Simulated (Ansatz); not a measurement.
```xyz
9

C    -0.7541    1.0478   -0.9887
S    -0.6712   -0.7670   -0.9822
Sn    0.7341   -1.0936    0.9286
H    -1.3807    1.3270   -1.8360
H     0.2316    1.4936   -1.1242
H    -1.2125    1.4315   -0.0768
H     2.2247   -0.3013    0.6606
H     0.9423   -2.7733    1.1026
H    -0.0258   -0.4110    2.2990
```

Geometry: PBE0-D4/def2-TZVP; core potentials replace the inner electrons of Sn.

The calculation used RKS PBE0-D4/def2-TZVPP in Ansatz.

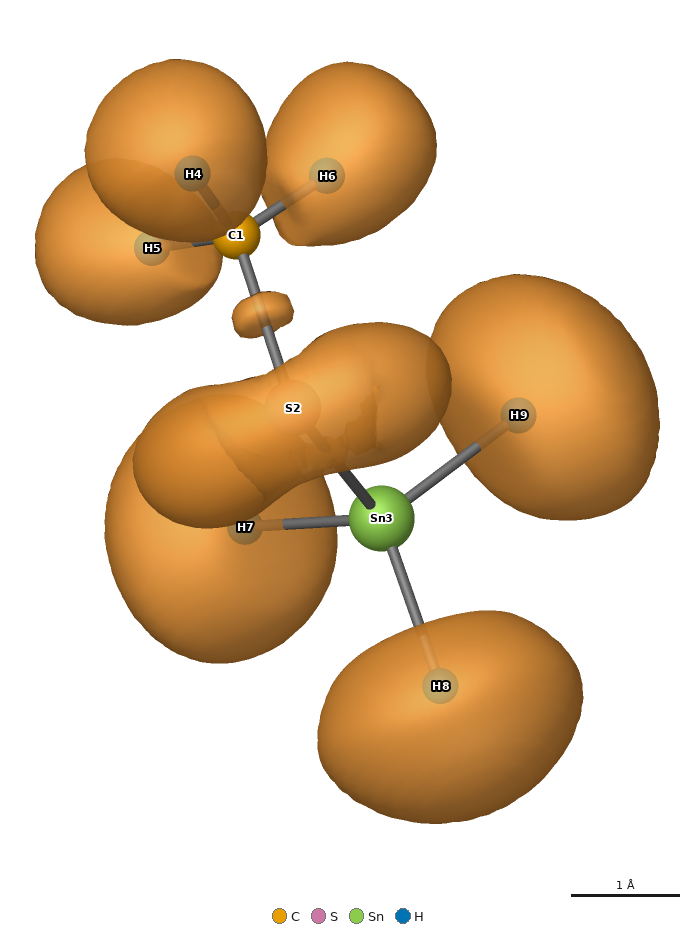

CH6SSn (SMILES C[S][SnH3]). Isosurface of the ELF at 0.85 (orange), seen at an oblique angle. Core shells and regions of very low density are left out.

Identify the bonds, lone pairs and shells in this picture.

Answer. At this value the surface marks out one region between bonded C–S atoms (shared pairs), six regions around hydrogen nuclei and one region wrapped around S (its valence shell). Profiles from the grid: C–S (1.82 Å): the ELF peaks at about 0.90 between the atoms; a shared electron pair. Sn–S (2.39 Å): the ELF peaks at about 0.85 in the valence shell of S, 0.9 Å from its nucleus, and drops to about 0.20 between the two atoms.
